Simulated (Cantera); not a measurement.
Charge: 1 mol SiHCl₃, 1 mol CH₄, 10 mol H₂, at 0.133 bar.

Equilibrium computed with Cantera from the NASA thermochemical tables; the gas is ideal and each condensed phase is pure. Candidate condensed phases: C, C₆H₆, C₇H₈, C₈H₁₈, Si, SiC; 109 gas species. The tables' values for SiCl, SiCl₃ are old estimates; treat these amounts as uncertain. Gases not in the tables: Si₂H₆ and higher silanes. Rates play no part.

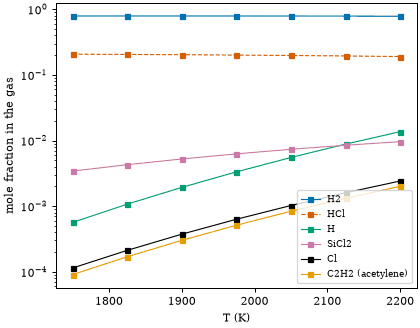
Figure: Equilibrium gas composition (values under 1e-9 drawn at 1e-9)

From 1750 K to 2200 K the condensed part is C(graphite) + SiC(s). The main Si-bearing gas is SiCl₂ throughout. The share of Si in condensed phases is highest at 1750 K (94.9 %) and lowest at 2200 K (85.3 %).
